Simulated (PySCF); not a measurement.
## Electronic structure of BeHg in real space

```xyz
2

Be    0.0000    0.0000   -3.0059
Hg    0.0000    0.0000    0.1341
```

Core potentials replace the inner electrons of Hg.

Computed with PBE0/def2-SVP, non-relativistic Hamiltonian with scalar-relativistic core potentials where named, at a bond length of 3.140 Å in PySCF 2.14.0.

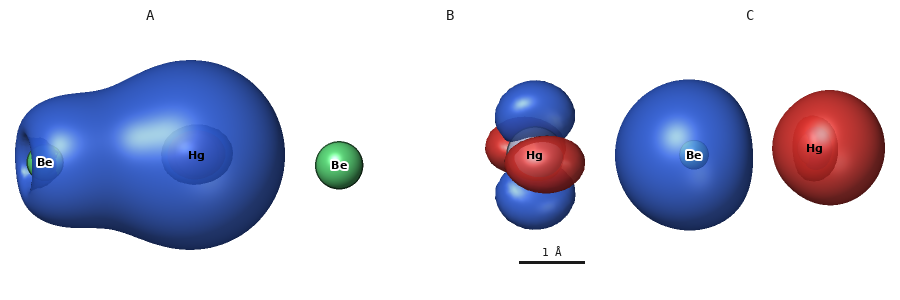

Figure 1. Three frontier orbitals, each drawn at the value that holds 80 % of its norm (blue and red are the two phases), in no order; of a degenerate pair one member is drawn.

> Name the orbitals and rank them from lowest to highest energy.

Orbital B: δ, occupied, −11.91 eV; almost wholly on Hg.
Orbital A: σ, occupied, −8.18 eV; mainly on Hg (80 %).
Orbital C: σ, occupied, −5.99 eV; mainly on Be (75 %).

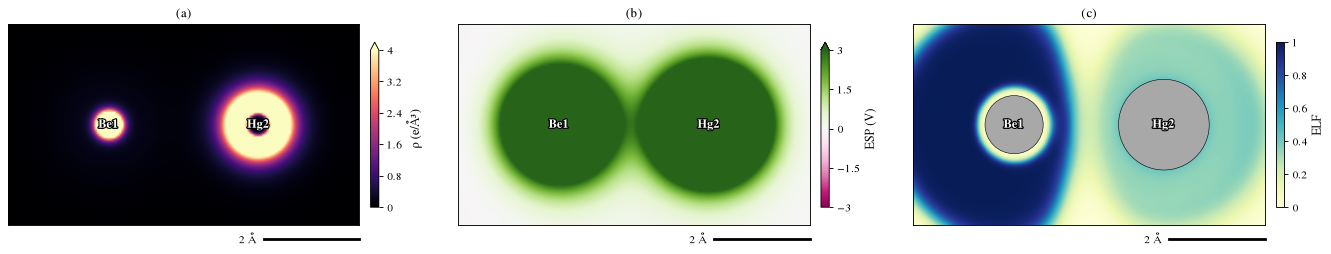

Figure 2. (a) electron density; (b) electrostatic potential; (c) electron localisation function on a plane that holds the molecular axis. Grey discs cover the atomic cores in the ELF map.

> What do the fields say about this system?

- The plane passes through Be and Hg nuclei.
- Be–Hg (3.14 Å): ρ is about 0.12 e/Å³ halfway, with its minimum of 0.1 e/Å³ about 1.3 Å from Be; the ELF is about 0.20 at the midpoint.
- The potential has no marked negative region in this plane.

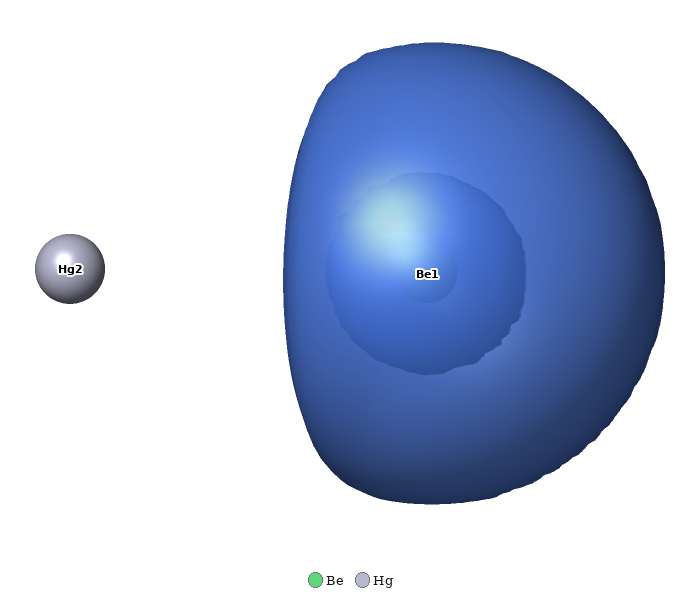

Figure 3. Isosurface of the ELF at 0.75 (blue), seen from one side. Core shells and regions of very low density are left out.

> Describe the localisation domains.

The ELF exceeds this value in one region wrapped around Be (its valence shell).
